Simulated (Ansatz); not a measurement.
# GePHF (doublet): the correlation ladder, cc-pVDZ

How much of the correlation energy of GePHF (doublet) does each wave-function method recover here?

Method: cc-pVDZ, core rule «outside noble gas», up to 20 orbitals frozen; program: Ansatz 0.2.0, Gaussian basis.

To be run: UHF; CCSD(T) on ROHF; CCSD(T) on UHF; BCCD(T) on ROHF; CISD as a restricted active space (open shells left free, so some higher excitations enter); CCSDT(Q) on ROHF; CCSDT(Q) on UHF.

5 further runs of the same task are left out: 5 set aside as unsound or not needed. Runs told in other sessions of the task aren't counted.

### Step 1. The geometry

The geometry is a PBE0/def2-TZVP stationary point (not a proven minimum) of the parent state, kept for this charge and spin. No spin-orbit coupling is included. The filled d shell of Ge may be among the frozen orbitals whatever the setting's name suggests.

4 atoms, charge 0, spin multiplicity 2.

Atoms are counted from 1 here; the program's logs count them from 0.

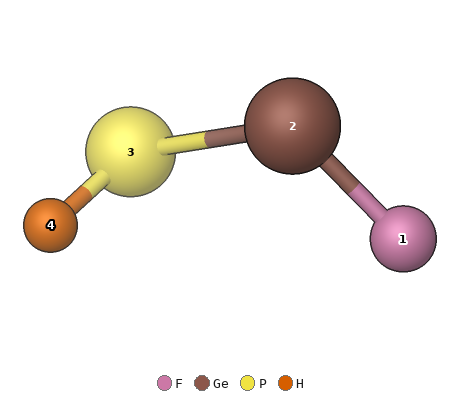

The structure; fluorine pink, germanium brown, phosphorus yellow, hydrogen orange; atoms are numbered from 1 in the order of the file.

In the tables R marks a restricted open-shell determinant and U an unrestricted one; energies count from the table's Hartree-Fock row.

### Step 2. UHF

File in.yaml:

```yaml
crystal:
  periodic: [false, false, false]
  atoms:
    - {symbol: F, position_ang: [0.022711, 1.080147, 1.412008]}
    - {symbol: Ge, position_ang: [0.011442, -0.399531, 0.456732]}
    - {symbol: P, position_ang: [-0.083579, 0.267677, -1.867263]}
    - {symbol: H, position_ang: [1.315683, 0.208221, -2.149646]}
basis:
  gaussian: {orbitals: cc-pVDZ}
magnetization: {spin_polarized: true, initial_magnetization: 1}
hamiltonian: {xc: hf}
output: {orbitals: {seedname: orbitals}}
```

Launch:

```bash
$ ansatz run in.yaml --threads 1 --pin off --events-out ev --progress --plain --max-ram 2560MiB --backend cpu
```

Log:

```text
Functional definition: HF
  name "HF"
  cite "Fock, Z. Phys. 61, 126 (1930) doi:10.1007/BF01340294"
  parent pbe
  exchange = exact_x
  correlation = 0
698 factors; integrals over basis functions are off by at most 9.0e-4 eV
mean field evaluation 1: about -68463.5538 eV, gradient 2.1e1 eV
mean field evaluation 2: about -68463.5684 eV, gradient 2.1e1 eV
mean field evaluation 4: about -68466.0620 eV, gradient 2.4e0 eV
mean field evaluation 8: about -68466.4379 eV, gradient 5.4e-1 eV
mean field evaluation 16: about -68466.4825 eV, gradient 3.8e-2 eV
mean field evaluation 32: about -68466.4883 eV, gradient 8.8e-6 eV
mean field evaluation 64: about -68466.4814 eV, gradient 4.8e-2 eV
mean field evaluation 96: about -68466.4823 eV, gradient 6.2e-3 eV
mean field evaluation 128: about -68465.1832 eV, gradient 1.8e0 eV
mean field evaluation 160: about -68465.2216 eV, gradient 1.5e1 eV
mean field evaluation 192: about -68465.3396 eV, gradient 1.2e-3 eV
mean field -68466.48829336 eV, -2516.0970365283 hartree, gradient 8.8e-6 eV, S^2 0.859323; 3 other end points of the search recorded, 0 dependent functions left out
reference -68466.48829336 eV, -2516.0970365283 hartree; 29, 28 occupied and 35, 36 virtual orbitals, 698 factors
Total energy: -68466.48829336 eV, -2516.0970365283 hartree
```

Wall time 7 s (1 thread of AMD EPYC 7R13, shared host).

From the report: ⟨S²⟩ of the determinant 0.859 (pure doublet: 0.75).

### Step 3. CCSD(T) on ROHF

Changes to in.yaml since step 2:

```diff
@@ -9,4 +9,3 @@
   gaussian: {orbitals: cc-pVDZ}
-magnetization: {spin_polarized: true, initial_magnetization: 1}
-hamiltonian: {xc: hf}
-output: {orbitals: {seedname: orbitals}}
+magnetization: {spin_polarized: false, initial_magnetization: 1}
+correlation: {method: ccsd_t, electrons: outside_noble_gas}
```

Same command.

Log (excerpt; [...] marks lines left out):

```text
Functional definition: HF
  name "HF"
  cite "Fock, Z. Phys. 61, 126 (1930) doi:10.1007/BF01340294"
  parent pbe
[...]
698 factors; integrals over basis functions are off by at most 9.0e-4 eV
[...]
mean field -68466.36383847 eV, -2516.0924628954 hartree, gradient 1.4e-6 eV, S^2 0.750000; 6 other end points of the search recorded, 0 dependent functions left out
[...]
determinant -68466.36383847 eV, -2516.0924628954 hartree, with singles and doubles -68477.11777012 eV, -2516.4876625943 hartree
determinant -68464.87790433 eV, -2516.0378558232 hartree, with singles and doubles -68475.87179312 eV, -2516.4418737841 hartree
determinant -68463.74210638 eV, -2515.9961160184 hartree, with singles and doubles -68474.82430237 eV, -2516.4033792093 hartree
20 core orbitals not correlated: weight in the atoms' cores, before any rotation towards them, 0.963 or more for the frozen orbitals, at most 0.043 for the correlated occupied ones
reference -68466.36383847 eV, -2516.0924628954 hartree; 9, 8 occupied and 35, 36 virtual orbitals, 698 factors
second order -9.81515059 eV of doubles, -0.06941537 eV of singles
cycle   1  -10.75399710 eV  change   -6.5e-5 eV  update   2.3e-3
[...]
cycle  11  -10.75463041 eV  change   -4.4e-6 eV  update   1.3e-5
perturbative correction -0.28161952 eV, -0.0103493265 hartree
Total energy: -68477.40008839 eV, -2516.4980375995 hartree
```

Run time: 13 s. Hardware: 1 thread of AMD EPYC 7R13, shared host.

From the report: correlation -11.0362 eV; T1 0.022; largest double amplitude 0.07.

### Step 4. CCSD(T) on UHF

Changes to in.yaml since step 3:

```diff
@@ -9,3 +9,3 @@
   gaussian: {orbitals: cc-pVDZ}
-magnetization: {spin_polarized: false, initial_magnetization: 1}
+magnetization: {spin_polarized: true, initial_magnetization: 1}
 correlation: {method: ccsd_t, electrons: outside_noble_gas}
```

Launched as before.

Log (excerpt; [...] marks lines left out):

```text
Functional definition: HF
  name "HF"
  cite "Fock, Z. Phys. 61, 126 (1930) doi:10.1007/BF01340294"
  parent pbe
[...]
698 factors; integrals over basis functions are off by at most 9.0e-4 eV
[...]
mean field -68466.48829336 eV, -2516.0970365283 hartree, gradient 1.8e-6 eV, S^2 0.859324; 13 other end points of the search recorded, 0 dependent functions left out
determinant -68466.48829336 eV, -2516.0970365283 hartree, with singles and doubles -68477.10205819 eV, -2516.4870851915 hartree
determinant -68466.48231646 eV, -2516.0968168815 hartree, with singles and doubles -68477.10557944 eV, -2516.4872145953 hartree
determinant -68465.33959842 eV, -2516.0548227681 hartree, with singles and doubles -68475.46150765 eV, -2516.4267960713 hartree
determinant -68465.13571253 eV, -2516.0473300999 hartree, with singles and doubles -68475.87436733 eV, -2516.4419683848 hartree
[...]
determinant -68464.40080191 eV, -2516.0203226325 hartree, with singles and doubles -68474.81024979 eV, -2516.4028627864 hartree
determinant -68463.87792230 eV, -2516.0011071613 hartree, with singles and doubles -68474.72983662 eV, -2516.3999076571 hartree
determinant -68466.48829336 eV, -2516.0970365283 hartree, with singles and doubles -68477.11911276 eV, -2516.4877119355 hartree
determinant -68466.48231646 eV, -2516.0968168815 hartree, with singles and doubles -68477.11924767 eV, -2516.4877168934 hartree
20 core orbitals not correlated: weight in the atoms' cores, before any rotation towards them, 0.962 or more for the frozen orbitals, at most 0.044 for the correlated occupied ones
reference -68466.48231646 eV, -2516.0968168815 hartree; 9, 8 occupied and 35, 36 virtual orbitals, 698 factors
second order -9.71113062 eV of doubles, -0.00000000 eV of singles
cycle   1  -10.63693132 eV  change   -1.1e-7 eV  update   4.8e-6
perturbative correction -0.27930300 eV, -0.0102641960 hartree
Total energy: -68477.39855078 eV, -2516.4979810935 hartree
```

Run time: 33 s. Hardware: 1 thread of AMD EPYC 7R13, shared host.

From the report: ⟨S²⟩ of the determinant 0.816 (pure doublet: 0.75); correlation -10.9162 eV; T1 0.033; largest double amplitude 0.07.

### Step 5. BCCD(T) on ROHF

Changes to in.yaml since step 4:

```diff
@@ -9,3 +9,3 @@
   gaussian: {orbitals: cc-pVDZ}
-magnetization: {spin_polarized: true, initial_magnetization: 1}
-correlation: {method: ccsd_t, electrons: outside_noble_gas}
+magnetization: {spin_polarized: false, initial_magnetization: 1}
+correlation: {method: bccd_t, electrons: outside_noble_gas}
```

Launched as before.

Log (excerpt; [...] marks lines left out):

```text
Functional definition: HF
  name "HF"
  cite "Fock, Z. Phys. 61, 126 (1930) doi:10.1007/BF01340294"
  parent pbe
[...]
698 factors; integrals over basis functions are off by at most 9.0e-4 eV
[...]
mean field -68466.36383847 eV, -2516.0924628954 hartree, gradient 1.4e-6 eV, S^2 0.750000; 6 other end points of the search recorded, 0 dependent functions left out
[...]
determinant -68466.36383847 eV, -2516.0924628954 hartree, with singles and doubles -68477.11777012 eV, -2516.4876625943 hartree
determinant -68464.87790433 eV, -2516.0378558232 hartree, with singles and doubles -68475.87179312 eV, -2516.4418737841 hartree
determinant -68463.74210638 eV, -2515.9961160184 hartree, with singles and doubles -68474.82430237 eV, -2516.4033792093 hartree
20 core orbitals not correlated: weight in the atoms' cores, before any rotation towards them, 0.963 or more for the frozen orbitals, at most 0.043 for the correlated occupied ones
reference -68466.36383847 eV, -2516.0924628954 hartree; 9, 8 occupied and 35, 36 virtual orbitals, 698 factors
second order -9.81515059 eV of doubles, -0.06941537 eV of singles
cycle   1  -10.72225053 eV  change    3.2e-2 eV  update   1.3e-2
[...]
cycle  13  -10.72263462 eV  change    4.0e-6 eV  update   1.5e-5
perturbative correction -0.32076747 eV, -0.0117879872 hartree
Total energy: -68477.40724056 eV, -2516.4983004368 hartree
```

Run time: 16 s. Hardware: 1 thread of AMD EPYC 7R13, shared host.

From the report: correlation -11.0434 eV; largest double amplitude 0.05.

### Step 6. CISD as a restricted active space (open shells left free, so some higher excitations enter)

Changes to in.yaml since step 5:

```diff
@@ -10,2 +10,2 @@
 magnetization: {spin_polarized: false, initial_magnetization: 1}
-correlation: {method: bccd_t, electrons: outside_noble_gas}
+correlation: {active_space: {ras: {orbitals: [8, 1, 35], electrons: 17, max_holes: 2, max_particles: 2}, fixed_orbitals: true}}
```

Same command.

Log:

```text
Functional definition: HF
  name "HF"
  cite "Fock, Z. Phys. 61, 126 (1930) doi:10.1007/BF01340294"
  parent pbe
  exchange = exact_x
  correlation = 0
698 factors; integrals over basis functions are off by at most 9.0e-4 eV
mean field evaluation 1: about -68463.5474 eV, gradient 2.8e1 eV
mean field evaluation 2: about -68463.5618 eV, gradient 2.8e1 eV
mean field evaluation 4: about -68466.0908 eV, gradient 2.5e0 eV
mean field evaluation 8: about -68466.3494 eV, gradient 4.2e-1 eV
mean field evaluation 16: about -68466.3638 eV, gradient 1.4e-6 eV
mean field evaluation 32: about -68466.3624 eV, gradient 3.6e-1 eV
mean field -68466.36383847 eV, -2516.0924628954 hartree, gradient 1.4e-6 eV, S^2 0.750000; 4 other end points of the search recorded, 0 dependent functions left out
reference -68466.36383847 eV, -2516.0924628954 hartree; 29, 28 occupied and 35, 36 virtual orbitals, 698 factors
state -68475.83936465 eV, -2516.4406820601 hartree
Total energy: -68475.83936465 eV, -2516.4406820601 hartree
```

Wall time 15 s (1 thread of AMD EPYC 7R13, shared host).

From the report: 202,764 determinants.

### Step 7. CCSDT(Q) on ROHF

Changes to in.yaml since step 6:

```diff
@@ -10,2 +10,2 @@
 magnetization: {spin_polarized: false, initial_magnetization: 1}
-correlation: {active_space: {ras: {orbitals: [8, 1, 35], electrons: 17, max_holes: 2, max_particles: 2}, fixed_orbitals: true}}
+correlation: {method: ccsdt_q, electrons: outside_noble_gas}
```

Launch:

```bash
$ ansatz run in.yaml --threads 2 --pin off --events-out ev --progress --plain --max-ram 15360MiB --backend cuda --devices 0, --max-vram 18GiB
```

Log (excerpt; [...] marks lines left out):

```text
Functional definition: HF
  name "HF"
  cite "Fock, Z. Phys. 61, 126 (1930) doi:10.1007/BF01340294"
  parent pbe
[...]
1229 factors; integrals over basis functions are off by at most 1.5e-7 eV
[...]
mean field -68466.36410788 eV, -2516.0924727962 hartree, gradient 1.3e-6 eV, S^2 0.750000; 6 other end points of the search recorded, 0 dependent functions left out
[...]
determinant -68466.36410788 eV, -2516.0924727962 hartree, with singles and doubles -68477.11805255 eV, -2516.4876729734 hartree
determinant -68464.87818026 eV, -2516.0378659634 hartree, with singles and doubles -68475.87207947 eV, -2516.4418843076 hartree
determinant -68463.74239450 eV, -2515.9961266067 hartree, with singles and doubles -68474.82458889 eV, -2516.4033897388 hartree
20 core orbitals not correlated: weight in the atoms' cores, before any rotation towards them, 0.963 or more for the frozen orbitals, at most 0.043 for the correlated occupied ones
reference -68466.36410788 eV, -2516.0924727962 hartree; 9, 8 occupied and 35, 36 virtual orbitals, 1229 factors
second order -9.81518979 eV of doubles, -0.06941522 eV of singles
cycle   1  -10.31089584 eV  change   -4.3e-1 eV  update   1.2e-1
[...]
cycle  30  -11.07180039 eV  change   -4.4e-7 eV  update   1.5e-6
perturbative correction -0.02468194 eV, -0.0009070444 hartree
Total energy: -68477.46059021 eV, -2516.5002610002 hartree
```

Run time: 27 s. Hardware: 1 × H100 (card shared with other runs) with 2 threads of AMD EPYC 7R13, shared host; peak host memory 0.96 GiB.

From the report: correlation -11.0965 eV; T1 0.023; largest double amplitude 0.08.

### Step 8. CCSDT(Q) on UHF

Changes to in.yaml since step 7:

```diff
@@ -9,3 +9,3 @@
   gaussian: {orbitals: cc-pVDZ}
-magnetization: {spin_polarized: false, initial_magnetization: 1}
+magnetization: {spin_polarized: true, initial_magnetization: 1}
 correlation: {method: ccsdt_q, electrons: outside_noble_gas}
```

Same command.

Log (excerpt; [...] marks lines left out):

```text
Functional definition: HF
  name "HF"
  cite "Fock, Z. Phys. 61, 126 (1930) doi:10.1007/BF01340294"
  parent pbe
[...]
1229 factors; integrals over basis functions are off by at most 1.5e-7 eV
[...]
mean field -68466.48856359 eV, -2516.0970464592 hartree, gradient 2.9e-6 eV, S^2 0.859335; 13 other end points of the search recorded, 0 dependent functions left out
determinant -68466.48856359 eV, -2516.0970464592 hartree, with singles and doubles -68477.10233899 eV, -2516.4870955109 hartree
determinant -68466.48258658 eV, -2516.0968268083 hartree, with singles and doubles -68477.10585743 eV, -2516.4872248110 hartree
determinant -68465.33987918 eV, -2516.0548330858 hartree, with singles and doubles -68475.46179614 eV, -2516.4268066730 hartree
determinant -68465.13599013 eV, -2516.0473403012 hartree, with singles and doubles -68475.87464995 eV, -2516.4419787707 hartree
[...]
determinant -68463.87821211 eV, -2516.0011178115 hartree, with singles and doubles -68474.73013072 eV, -2516.3999184648 hartree
determinant -68466.48856359 eV, -2516.0970464592 hartree, with singles and doubles -68477.11939459 eV, -2516.4877222925 hartree
determinant -68466.48258658 eV, -2516.0968268083 hartree, with singles and doubles -68477.11952873 eV, -2516.4877272223 hartree
20 core orbitals not correlated: weight in the atoms' cores, before any rotation towards them, 0.962 or more for the frozen orbitals, at most 0.044 for the correlated occupied ones
reference -68466.48258658 eV, -2516.0968268083 hartree; 9, 8 occupied and 35, 36 virtual orbitals, 1229 factors
second order -9.71115250 eV of doubles, -0.00000000 eV of singles
cycle   1  -10.14052253 eV  change   -4.3e-1 eV  update   1.2e-1
[...]
cycle  30  -10.95299231 eV  change   -2.7e-7 eV  update   1.5e-6
perturbative correction -0.02974089 eV, -0.0010929577 hartree
Total energy: -68477.46531979 eV, -2516.5004348092 hartree
```

It took 29 s on 1 × H100 (card shared with other runs) with 2 threads of AMD EPYC 7R13, shared host; peak host memory 0.91 GiB.

From the report: ⟨S²⟩ of the determinant 0.816 (pure doublet: 0.75); correlation -10.9827 eV; T1 0.035; largest double amplitude 0.08.

### Step 9. All levels against the top one

The yardstick is UCCSDT(Q), where the cluster series has nearly closed. Rows without a time are mean-field rows or come out of runs for another level: lower rungs of the coupled-cluster runs, or the Hartree-Fock search.

Differences are taken before rounding.

```csv
method,energy from the lowest ROHF (kJ/mol),from UCCSDT(Q) (kJ/mol),time
ROHF,0.0,+1071.1,
UHF,-12.0,+1059.1,7 s
RMP2,-953.7,+117.4,
UMP2,-948.4,+122.7,
RCCSD,-1037.7,+33.5,
UCCSD,-1037.7,+33.4,
RCCSD(T),-1064.8,+6.3,13 s
UCCSD(T),-1064.7,+6.4,33 s
BCCD(T),-1065.5,+5.6,16 s
RCCSDT,-1068.3,+2.8,
UCCSDT,-1068.3,+2.9,
RCCSDT(Q),-1070.7,+0.5,27 s (GPU)
UCCSDT(Q),-1071.1,0,29 s (GPU)
```

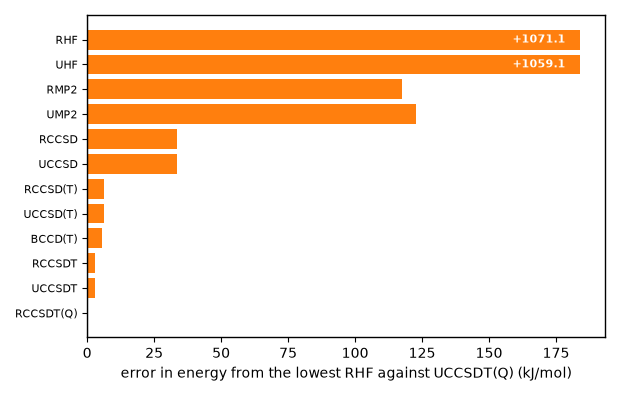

Error of each method against UCCSDT(Q). Bars with a number in them are cut short.

Some runs used a GPU and others CPU threads alone; cost is compared among the CPU runs only.

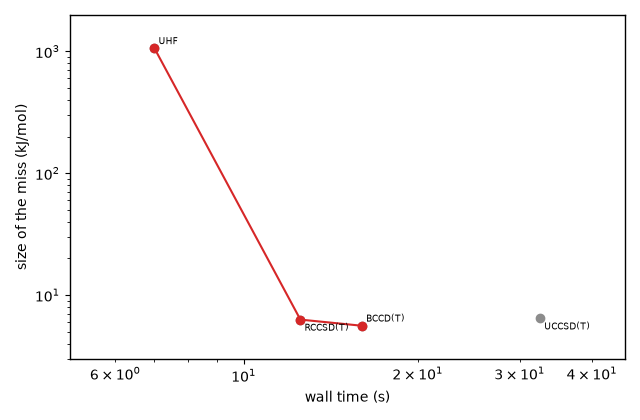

Miss against cost. Red marks the levels that no quicker level drawn beats. Times are from a shared host.

Not comparable, so not listed: CISD as a restricted active space (open shells left free, so some higher excitations enter) (they don't share determinant, frozen orbitals or solution with the rows shown, or repeat one).

### Step 10. What came out

| quantity | value |
| --- | --- |
| UCCSDT(Q) from the ROHF energy | -11.1015 eV |
| RMP2 from UCCSDT(Q) | +117.4 kJ/mol |
| UMP2 from UCCSDT(Q) | +122.7 kJ/mol |
| RCCSD from UCCSDT(Q) | +33.5 kJ/mol |
| RCCSD(T) from UCCSDT(Q) | +6.3 kJ/mol |
| UCCSD(T) from UCCSDT(Q) | +6.4 kJ/mol |
| RCCSDT(Q) from UCCSDT(Q) | +0.5 kJ/mol |
| levels within 1 kcal/mol (43 meV) | RCCSDT, UCCSDT, RCCSDT(Q) |
| T1 diagnostic | 0.022 |

RCCSD(T) misses by +6.3 kJ/mol, 0.6 % of the correlation energy. Coupled cluster took another determinant than the lowest Hartree-Fock one. These misses are within one basis, not against nature; the frozen cores of restricted and unrestricted runs differ, which can shift their rows.

For cost: BCCD(T) gets within 5.6 kJ/mol in 16 s; the quickest level in the cost chart, UHF, takes 7 s and misses by 1059.1 kJ/mol.
